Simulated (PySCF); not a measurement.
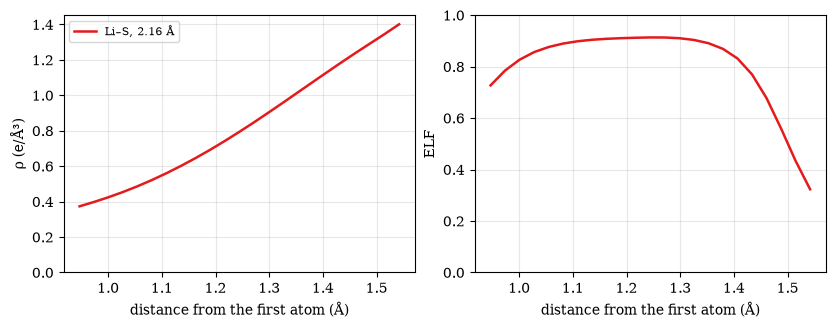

LiS (doublet). Electron density and electron localisation function along straight lines between neighbouring atoms. The curves leave out the atomic cores.

Computed with PBE0/pcseg-1, non-relativistic, at a bond length of 2.164 Å (PySCF).

### What kind of bonding do the profiles show?

Li–S (2.16 Å): ρ is about 0.52 e/Å³ halfway; the ELF peaks at about 0.90 in the valence shell of S, 0.9 Å from its nucleus, and falls to about 0.15 next to Li: an ionic contact with no shared pair.
